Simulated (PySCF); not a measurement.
Molecule: C₅H₆O₂, SMILES COc1ccco1.

```xyz
13

C     -2.0426     0.4434     0.2914
O     -1.1403    -0.6302     0.4339
C      0.1515    -0.3442     0.5319
C      1.2332    -1.1678     0.6676
C      2.3619    -0.2864     0.7228
C      1.8812     0.9805     0.6178
O      0.5203     0.9456     0.4999
H     -2.0011     1.1237     1.1574
H     -1.8365     1.0258    -0.6212
H     -3.0420    -0.0024     0.2236
H      1.2144    -2.2523     0.7197
H      3.4073    -0.5692     0.8289
H      2.3339     1.9669     0.6079
```

GIAO shifts, BLYP/pcSseg-1 with PySCF, at a PBE0-D3(BJ)/def2-SVP geometry (no frequency check), against H₂O for ¹⁷O, TMS for ¹H and TMS for ¹³C computed at the same level (¹⁷O: a single water molecule, while the usual scale starts at liquid water and gives values some tens of ppm lower). Gas phase, fully decoupled, line heights follow the number of nuclei, widths are arbitrary (no quadrupolar broadening); values of one conformer, averaged over methyl-type rotors and exact or near symmetry; other conformers aren't averaged in.

Q: Which ¹⁷O signals does it give?

A: 2 signals.


| δ (ppm) | nuclei | atoms |
| --- | --- | --- |
| 286.3 | 1 | O7 |
| 105.4 | 1 | O2 |

Q: Which ¹H signals does it give?

A: 4 signals.


```tsv
δ (ppm)	nuclei	atoms
6.67	1	H13
6.21	1	H12
5.19	1	H11
3.87	3	H8, H9, H10
```

Q: How many ¹³C lines appear, and where?

A: 5 signals.


| δ (ppm) | nuclei | atoms |
| --- | --- | --- |
| 163.6 | 1 | C3 |
| 132.0 | 1 | C6 |
| 116.6 | 1 | C5 |
| 83.5 | 1 | C4 |
| 56.2 | 1 | C1 |

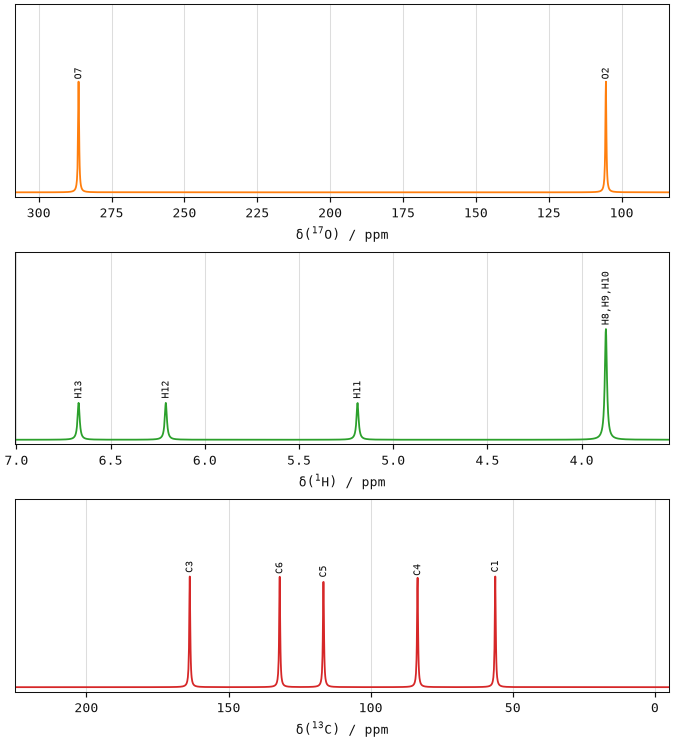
